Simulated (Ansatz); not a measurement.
## MoTe2 under a change: Te → Ru

The parent structure is MoTe2 in the 2H-MoS2 type structure (space group P6_3/mmc, No. 194; a = 3.5421 Å, c = 14.1819 Å; layered, stacked along the Cartesian z axis).

Perturbation: full substitution Te → Ru, then cell and atoms are relaxed.

The values are results of r2SCAN+rVV10 (Ansatz, a quantum-chemistry and plane-wave program), spin-orbit coupling left out, not measurements. Settings: 19×19×4 k-points, 0.05 eV Fermi–Dirac smearing, for the changed cell.

* **Volume per atom**: 14.08 Å³ (base 25.68 Å³)
* **Density**: 11.72 g/cm³ (base 7.57 g/cm³)
* **Lattice parameter a**: 2.733 Å (base 3.542 Å)
* **c/a ratio**: 4.780 (base 4.004)
* **Space group**: P6_3/mmc (No. 194) (base P6_3/mmc (No. 194))
* **Shortest interatomic distance**: 2.658 Å (base 2.721 Å)
* **Band gap**: zero (base 0.87 eV)

Final structure:

```
MoRu2
1.0
    2.73254     0.00000     0.00000
   -1.36627     2.36645     0.00000
    0.00000     0.00000    13.06149
Mo Ru
2 4
Cartesian
  0.00000   1.57763   9.79612
  1.36627   0.78882   3.26537
  0.00000   1.57763   1.06973
  1.36627   0.78882   7.60048
  1.36627   0.78882  11.99176
  0.00000   1.57763   5.46101
```

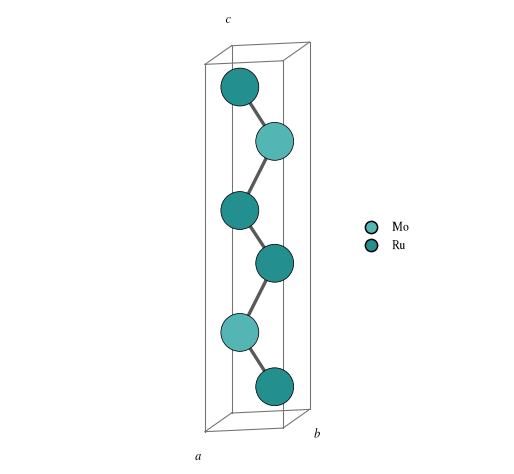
Fig. 1. The relaxed conventional cell after the change

Spin-orbit coupling, missing from the scalar runs, can matter with Te. No phonon test of stability was made. As relaxed here, MoRu2 is a hypothetical phase, not in the database extracts checked. All final runs are without spin polarisation.
